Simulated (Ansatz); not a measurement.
# Fields on a plane of HfC (rock salt)

```
HfC
1.0
    0.00000     2.32035     2.32035
    2.32035     0.00000     2.32035
    2.32035     2.32035     0.00000
C Hf
1 1
Direct
  0.00000   0.00000   0.00000
  0.50000   0.50000   0.50000
```

The slice is a {111} plane (indices of the conventional cell) through the point (0.000, 0.000, 0.000) (fractional), spanned by u = [100] and v = [-1 2 0] in vectors of this cell: u (3.28 Å) and v (5.68 Å, at 90° to u). It covers one period; positions are fractions (u, v).

Atoms on it: C at (0.00, 0.00); C at (0.50, 0.50).

The numbers are results of r2SCAN (plane waves to 500 eV, PAW, scalar-relativistic; Ansatz, a program for electronic structure), not measurements. k mesh 17×17×17. Inside the PAW spheres the values are not all-electron values, and peaks at nuclei hang on which shells count as valence. HfC is run without spin polarisation. HfC was relaxed with its symmetry unable to fall. Spin-orbit coupling is left out, though Hf is heavy.

```
v \ u  0.00  0.12  0.25  0.38  0.50  0.62  0.75  0.88
-----  ----  ----  ----  ----  ----  ----  ----  ----
0.86   -0.2  -0.3  -0.5  -0.7  -0.8  -0.7  -0.5  -0.3
0.71   -0.8  -0.8  -0.7  -0.6  -0.5  -0.6  -0.7  -0.8
0.57   -0.8  -0.6  -0.3   0.1   0.2   0.1  -0.3  -0.6
0.43   -0.8  -0.6  -0.3   0.1   0.2   0.1  -0.3  -0.6
0.29   -0.8  -0.8  -0.7  -0.6  -0.5  -0.6  -0.7  -0.8
0.14   -0.2  -0.3  -0.5  -0.7  -0.8  -0.7  -0.5  -0.3
0.00    0.2   0.2  -0.2  -0.6  -0.7  -0.6  -0.2   0.2
```

Values: log₁₀ of the valence density in e/Å³. The scale is logarithmic, as a density can span decades between atoms and voids.

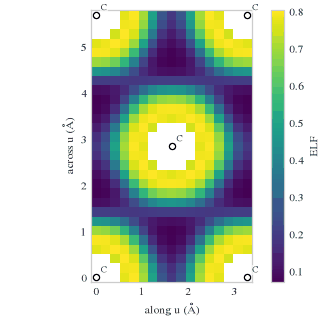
*Electron localisation function (ELF), one period of the plane, atoms marked. Points within 0.5 Å of a nucleus are left white, as the pseudised field means little there.*
